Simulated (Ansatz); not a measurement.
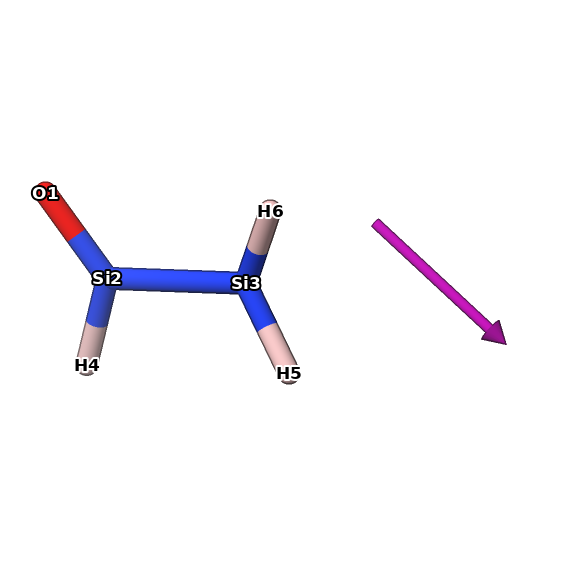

The arrow beside the molecule shows the direction of the dipole moment, from the negative to the positive end (its length means nothing). Charge 0, doublet. Computed geometry: PBE-D4/def2-SVP optimisation. No frequency run is at hand to confirm it as a minimum. Method: UKS PBE-D4/def2-SVP (Ansatz 0.2.0).

**How large is the dipole moment?**

3.47 D; it points from the side of O1 to the side of H5 (the outermost atoms at the two ends).
